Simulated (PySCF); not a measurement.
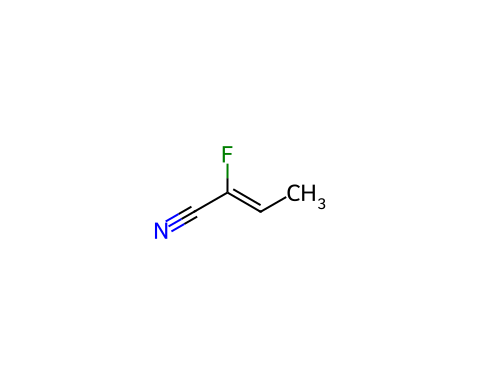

A structural formula.

Question: Give its SMILES.

Answer: C/C=C(\F)C#N

Question: Give the formula, hydrogens included.

Answer: C4H4FN.

The parts below concern this one geometry. Atoms keep their numbers from picture to picture. The computed structure is the end point of a PBE0-D3(BJ)/def2-SVP optimisation. No frequency run is at hand to confirm it as a minimum.

### Dipole moment

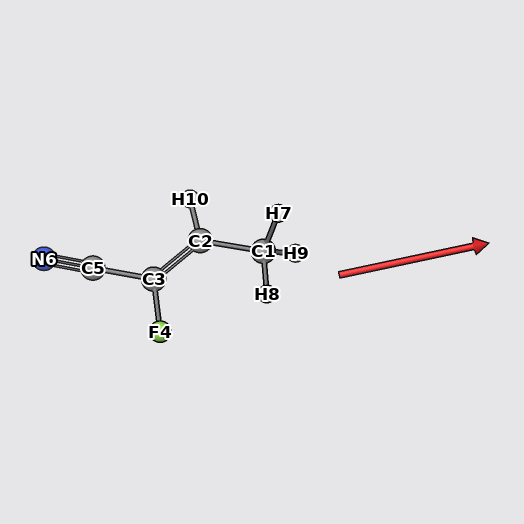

The arrow beside the molecule shows the direction of the dipole moment, from the negative to the positive end (its length means nothing). No frequency run is at hand to confirm it as a minimum. Method: PBE/pcSseg-2, gas phase (PySCF 2.14.0).

Question: Estimate the dipole moment.

Answer: 4.20 D; it points from the side of N6 to the side of H7, H9 (the outermost atoms at the two ends).

### Spin–spin coupling

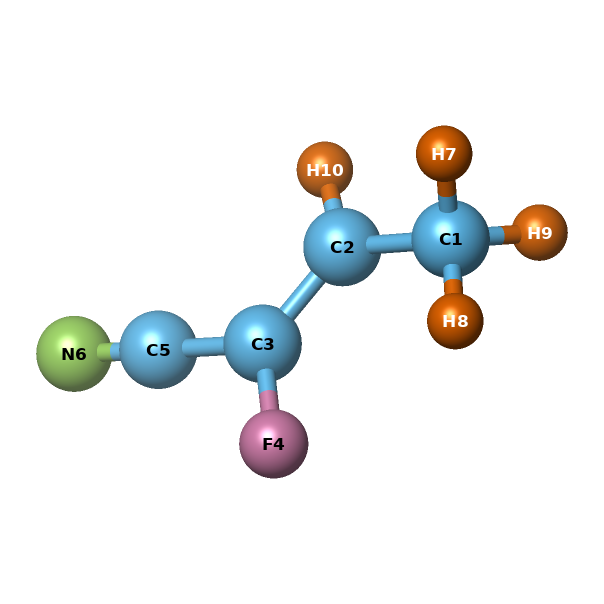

No frequency run is at hand to confirm it as a minimum. Properties computed with B3LYP/pcJ-1 indirect spin-spin coupling, non-relativistic, gas phase (PySCF 2.14.0). Isotopes: 13C, 19F, 1H, 15N.

Give the spin–spin coupling constants of these pairs, with the number of bonds between them: C3/F4, C5/N6, C2/F4, C3/N6, F4/C5, C1/F4, C2/N6, F4/H10, F4/N6.

| pair | bonds apart | J (Hz) |
| --- | --- | --- |
| C3, F4 | 1 | −318.6 |
| C5, N6 | 1 | −19.8 |
| C2, F4 | 2 | 14.5 |
| C3, N6 | 2 | 3.8 |
| F4, C5 | 2 | 45.6 |
| C1, F4 | 3 | 2.0 |
| C2, N6 | 3 | −2.3 |
| F4, H10 | 3 | 22.9 |
| F4, N6 | 3 | 1.0 |

Density functionals are unreliable for couplings to fluorine, so those rows may be far off.

### Excitation

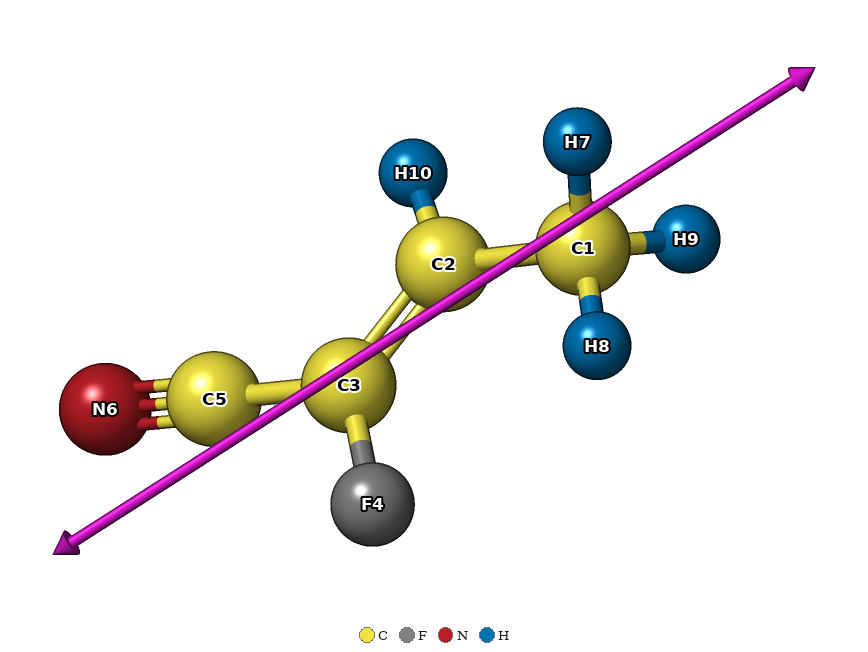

The double arrow shows the direction of the transition dipole to excited singlet state 2 (its length means nothing). No frequency run is at hand to confirm it as a minimum. Method: TDDFT B3LYP/def2-SVPD, vertical, gas phase, core orbitals frozen in the response (PySCF 2.14.0).

Question: How is the transition polarised?

Answer: Close to the long direction C1···N6.

Question: Where does the transition lie, and how strong is it?

Answer: 6.08 eV (204 nm), oscillator strength 0.44, mainly HOMO → LUMO (weight 0.92); transition dipole 4.36 D.

### Core levels

No frequency run is at hand to confirm it as a minimum. Method: delta-SCF UKS SCAN, pcX-2 on the ionised atom, pcseg-1 elsewhere, spin-free X2C (PySCF 2.14.0).

Give the core-electron binding energies (to vacuum) of C1 1s, C2 1s, C3 1s, F4 1s, C5 1s, N6 1s.

| atom | level | binding energy (eV) |
| --- | --- | --- |
| C1 | 1s | 291.7 |
| C2 | 1s | 291.5 |
| C3 | 1s | 294.2 |
| F4 | 1s | 693.8 |
| C5 | 1s | 292.6 |
| N6 | 1s | 405.3 |
